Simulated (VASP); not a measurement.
Band structure of Rh (space group Fm-3m). Computed with r2SCAN+rVV10, VASP's PBE PAW potentials (set 64) (plane waves; VASP 6.6.1).

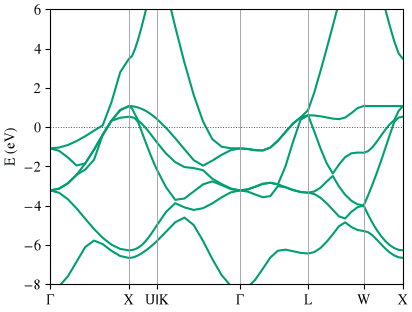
Figure. Bands along high-symmetry lines, zero at the valence-band maximum or, without a gap, the Fermi level

### Question
Read the plot: is there a gap, and where are the band edges?

### Answer
It has no gap at this level: it comes out as a metal or semimetal.

The structure comes from a measured Rh entry (Fm-3m) of the Crystallography Open Database, whose conditions weren't checked. It was relaxed first.
